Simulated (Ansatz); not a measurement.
AlBH₂N (SMILES [BH]1[NH][Al]1) (doublet)

| atom | x (Å) | y (Å) | z (Å) |
| --- | --- | --- | --- |
| B | -0.5412 | -0.4416 | -0.1582 |
| N | 0.4147 | 0.4913 | 0.0823 |
| Al | 1.3573 | -0.9165 | 0.9130 |
| H | -1.6101 | -0.6024 | -0.6521 |
| H | 0.3792 | 1.4691 | -0.1849 |

Geometry: PBE0-D4/def2-TZVP.

Method: UKS PBE0-D4/def2-TZVPP (Ansatz).

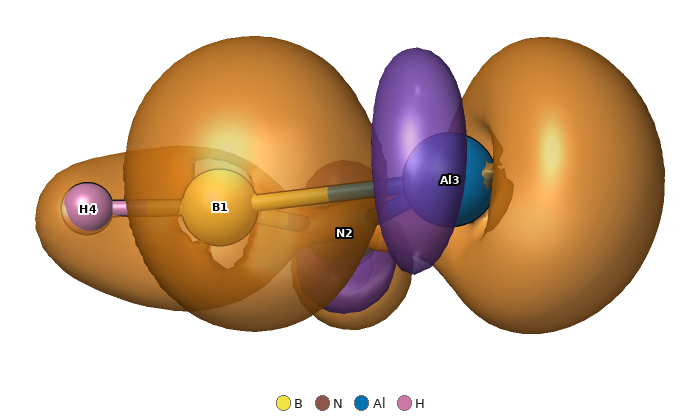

Figure 1. Isosurfaces of the spin density (α minus β) at +0.015 (orange) and −0.015 e/Å³ (purple), seen from one side.

Q: Describe the spin distribution.

A: The unpaired spin (1 electron) lies mostly on B1 (about 0.5) and Al3 (about 0.4), in electrons by Hirshfeld's partition.

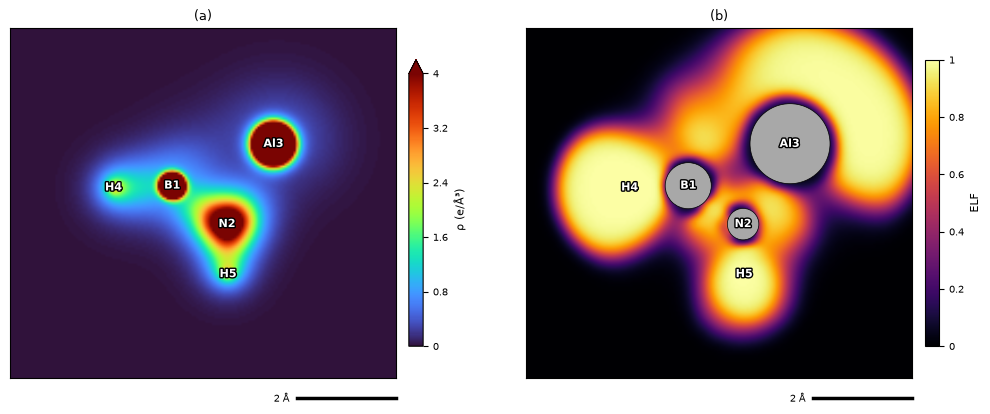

Figure 2. (a) electron density; (b) ELF on the molecular plane. Grey discs cover the atomic cores in the ELF map.

Q: Read the bonding off the picture.

A: The section cuts through B, N, Al and H sites. B–N (1.36 Å): the density is about 2.1 e/Å³ at the midpoint; the ELF peaks at about 0.90 between the atoms: a polar covalent bond. Al–N (1.89 Å): ρ is about 0.64 e/Å³ halfway; the ELF peaks at about 0.85 in the valence shell of N, 0.7 Å from its nucleus, and is about 0.55 at the midpoint. Al–B (2.23 Å): ρ is about 0.38 e/Å³ halfway; the ELF is about 0.35 at the midpoint. N–H (1.01 Å): ρ at the midpoint is about 2.9 e/Å³; the ELF climbs to about 1 towards the hydrogen, as it does in any bond to H; an ordinary covalent bond to hydrogen. B–H (1.19 Å): ρ is about 1.3 e/Å³ halfway; the ELF climbs to about 1 towards the hydrogen (an ordinary covalent bond to hydrogen).

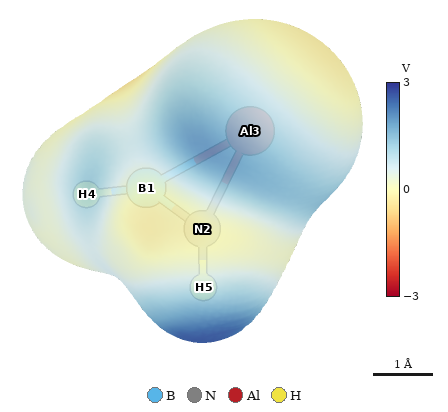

Figure 3. The electrostatic potential painted on the density surface at 0.004 e/bohr³, seen at a tilt; the colour scale runs from red (negative) to blue (positive).

Q: Where is the surface potential most negative and most positive?

A: The most negative region (about −0.5 V) lies over H4, the most positive (about +2.6 V) over H5.
